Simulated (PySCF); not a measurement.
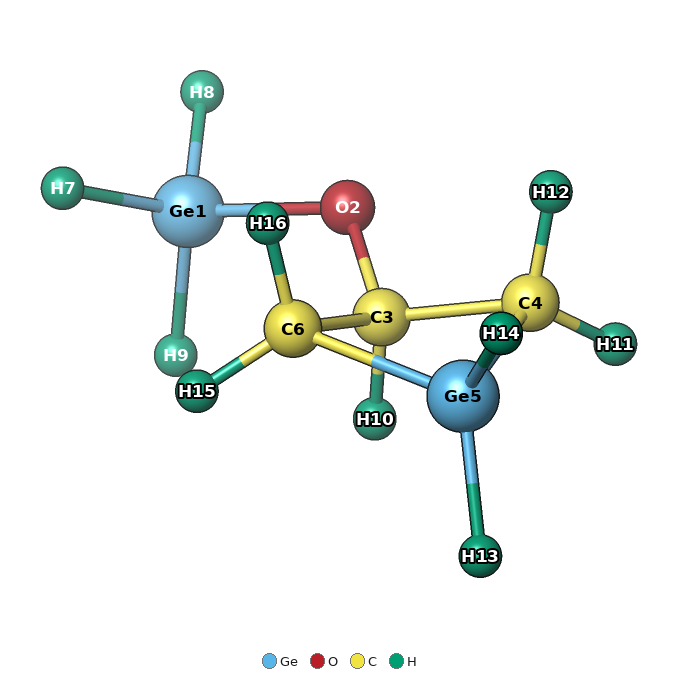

Depth is shown by fading: the farther an atom, the more it takes the colour of the background. The computed structure is the end point of a PBE0-D3(BJ)/def2-SVP optimisation. No frequency run is at hand to confirm it as a minimum.

How is the 4-membered ring C3–C4–Ge5–C6 puckered?

It is puckered (butterfly). The Cremer–Pople amplitude Q is 0.32 Å.

Give the torsion angles round the ring, beginning with the bond from its second to its third atom.

−19°, 19°, −24°, 24°.
